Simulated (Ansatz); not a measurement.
# A computed series for CdS: response to strain

The parent structure is CdS in the wurtzite structure (space group P6_3mc, No. 186; a = 4.196 Å, c = 6.830 Å). Axes: x lies along a and z along c of the hexagonal cell.

Strains are applied to the cell and any free atomic positions relax; under biaxial strain the out-of-plane vector relaxes too.

Level of theory: DFT with PBE, PAW potentials and a 420 eV plane-wave cutoff in Ansatz (a program for electronic structure), no spin-orbit coupling.

Notes on the quantities. in-plane stress: mean in-plane stress (compression positive).

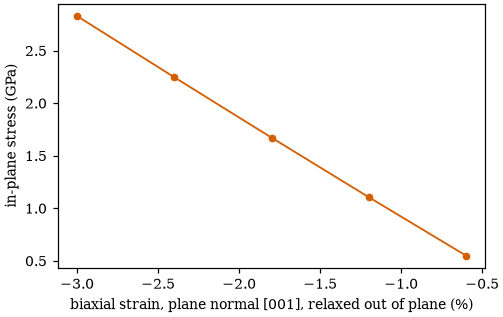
in-plane stress against biaxial strain, plane normal [001], relaxed out of plane

Question: From the plot, what is the in-plane stress for biaxial strain −0.60 %, plane normal [001], relaxed out of plane?

Answer: About 0.6 GPa.

Question: Is the trend monotonic over the range shown?

Answer: Yes, it falls throughout, spanning +0.6 GPa to +2.8 GPa.

No phonon test of stability was made.
